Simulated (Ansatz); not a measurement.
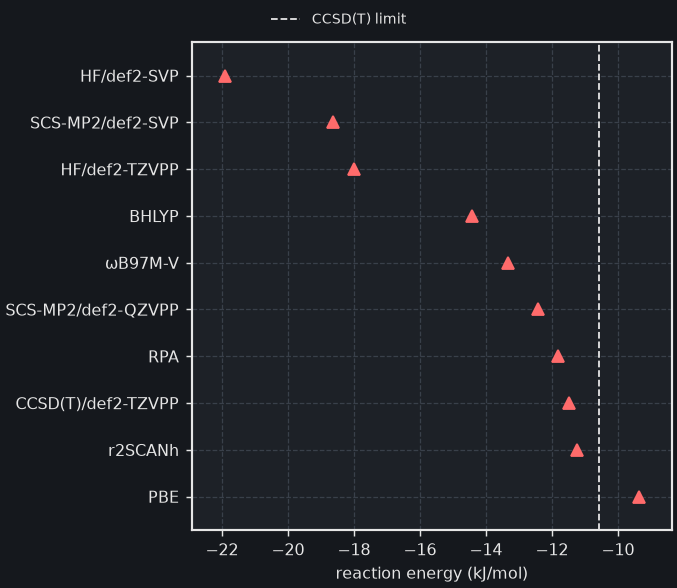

Electronic reaction energy of BHSClF (FB(S)Cl) + HCl (Cl) → BCl₂F (FB(Cl)Cl) + H₂S (S) (SMILES in brackets) at several levels (functionals in def2-TZVPP unless a basis is named), isolated molecules at PBE0-D4 triple-zeta geometries, minima by their frequencies, no zero-point or thermal terms, the Ansatz code. The line is frozen-core CCSD(T) at the basis limit (MP2 extrapolated from triple and quadruple zeta, plus CCSD(T) less MP2 in a smaller set). RPA holds a correlation term that converges slowly with the basis, so part of the distance to the limit is basis error. No dispersion term is added to BHLYP, r2SCANh and PBE. The distance of HF/def2-SVP, SCS-MP2/def2-SVP, SCS-MP2/def2-QZVPP and CCSD(T)/def2-TZVPP to the limit includes basis error.

What do zero-point energy and temperature add?

Zero-point change −0.9 kJ/mol; at 298.15 K and 1 bar the CCSD(T) limit plus thermal terms gives an enthalpy of reaction of −11.4 and a free energy of −13.4 kJ/mol (harmonic PBE0-D4 modes, ideal gas).

Give the values.

```
             level  kJ/mol  less CCSD(T) limit
       HF/def2-SVP   −21.9               −11.3
  SCS-MP2/def2-SVP   −18.6                −8.1
     HF/def2-TZVPP   −18.0                −7.4
             BHLYP   −14.4                −3.8
           ωB97M-V   −13.3                −2.8
SCS-MP2/def2-QZVPP   −12.4                −1.8
               RPA   −11.8                −1.2
CCSD(T)/def2-TZVPP   −11.5                −0.9
           r2SCANh   −11.2                −0.7
               PBE    −9.4                 1.2
     CCSD(T) limit   −10.6                 0.0
```
